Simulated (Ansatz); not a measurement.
C5H14GeO (GeHMe2(OiPr))

Input

```
crystal:
  periodic: [false, false, false]
  atoms:
    - {symbol: Ge, position_ang: [0.925471, 1.052292, 0.088562]}
    - {symbol: H, position_ang: [1.121943, 1.059719, 1.626256]}
    - {symbol: C, position_ang: [2.609158, 1.116034, -0.874823]}
    - {symbol: H, position_ang: [3.126285, 2.071215, -0.700037]}
    - {symbol: H, position_ang: [2.420120, 1.010790, -1.953250]}
    - {symbol: H, position_ang: [3.264248, 0.293637, -0.554418]}
    - {symbol: C, position_ang: [-0.270271, 2.479607, -0.481283]}
    - {symbol: H, position_ang: [0.192035, 3.463314, -0.308087]}
    - {symbol: H, position_ang: [-1.224661, 2.440587, 0.062631]}
    - {symbol: H, position_ang: [-0.477901, 2.375368, -1.556522]}
    - {symbol: O, position_ang: [0.210011, -0.531001, -0.346527]}
    - {symbol: C, position_ang: [-0.538505, -1.311304, 0.555666]}
    - {symbol: C, position_ang: [-0.659352, -2.700812, -0.042199]}
    - {symbol: C, position_ang: [-1.898782, -0.689794, 0.839255]}
    - {symbol: H, position_ang: [0.006650, -1.395757, 1.520409]}
    - {symbol: H, position_ang: [-1.203151, -2.652660, -0.998494]}
    - {symbol: H, position_ang: [-1.196267, -3.383284, 0.633722]}
    - {symbol: H, position_ang: [0.339752, -3.114538, -0.241137]}
    - {symbol: H, position_ang: [-1.794659, 0.295224, 1.321616]}
    - {symbol: H, position_ang: [-2.455183, -0.553209, -0.101499]}
    - {symbol: H, position_ang: [-2.496949, -1.325426, 1.510147]}
basis:
  gaussian: {orbitals: def2-TZVP, initial_orbitals: start.molden}
hamiltonian: {xc: pbe0, dispersion: d4}
scf: {omitted_lower_state_checks: [starts]}
output: {orbitals: {seedname: orbitals}}
```

Launched as:

```sh
ansatz run in.yaml --threads 2 --pin off --events-out ev --progress --plain --max-ram 32768MiB --backend cuda --devices 0, --max-vram 18GiB
```

Geometry: PBE0-D4/def2-SVP.

All numbers below come from RKS PBE0-D4/def2-TZVP in Ansatz.

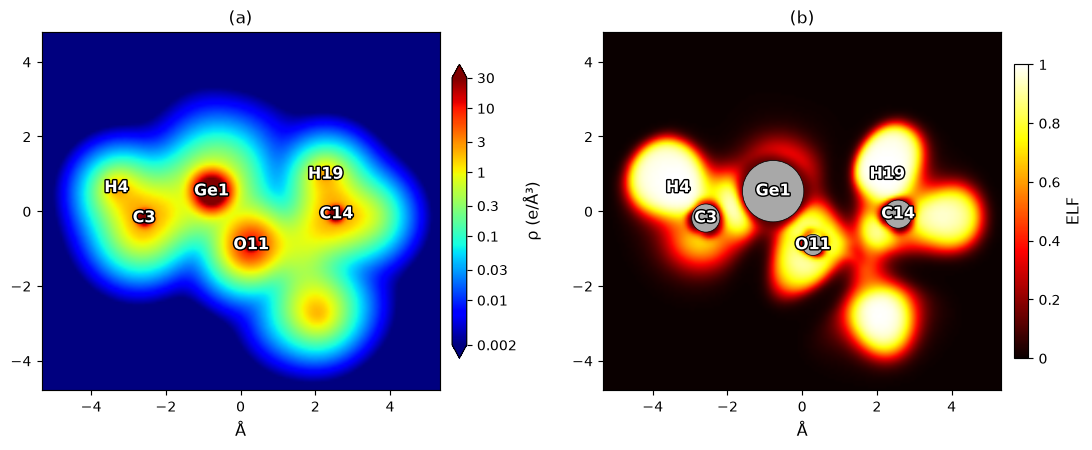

Figure 1. (a) electron density; (b) electron localisation function on the plane of atoms C3, Ge1 and O11. Grey discs cover the atomic cores in the ELF map.

> Interpret the plot.

The plane passes through Ge, C, H and O nuclei.
Ge–O (1.79 Å): ρ at the midpoint is about 0.96 e/Å³; the ELF peaks at about 0.85 in the valence shell of O, 0.6 Å from its nucleus, and is about 0.35 at the midpoint.
C–Ge (1.94 Å): ρ is about 0.9 e/Å³ halfway; the ELF peaks at about 0.95 in the valence shell of C, 0.7 Å from its nucleus, and is about 0.70 at the midpoint.
C–H (1.10 Å): the density is about 1.9 e/Å³ at the midpoint; the ELF climbs to about 1 towards the hydrogen, as it does in any bond to H (an ordinary covalent bond to hydrogen).
The ELF also peaks beside O11, away from the bonds: lone-pair regions.

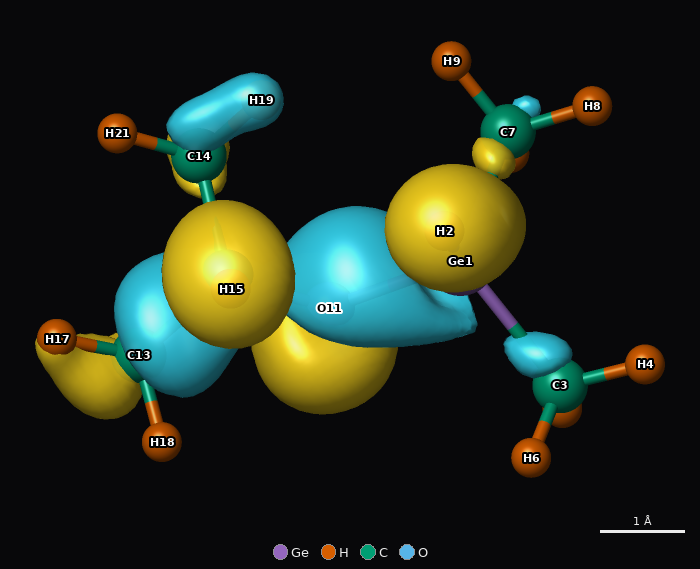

Figure 2. The HOMO−1 at ±0.1 Å⁻³ᐟ² (yellow and cyan are the two phases), seen across its widest extent.

> Where does this orbital lie, and at what energy?

It lies mainly on O11 (about 45 %), C12 (about 10 %), Ge1 (about 10 %), C13 (about 10 %) and H15 (about 5 %). Its energy is −8.00 eV.

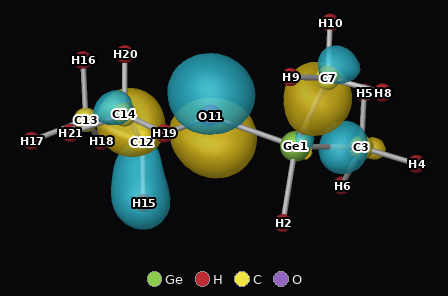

Figure 3. The HOMO at ±0.15 Å⁻³ᐟ² (yellow and cyan are the two phases), seen from one side.

> Describe this orbital and give its energy.

It lies mainly on O11 (about 50 %), C12 (about 10 %), C7 (about 10 %), C14 (about 10 %) and Ge1 (about 10 %). Its energy is −7.28 eV.
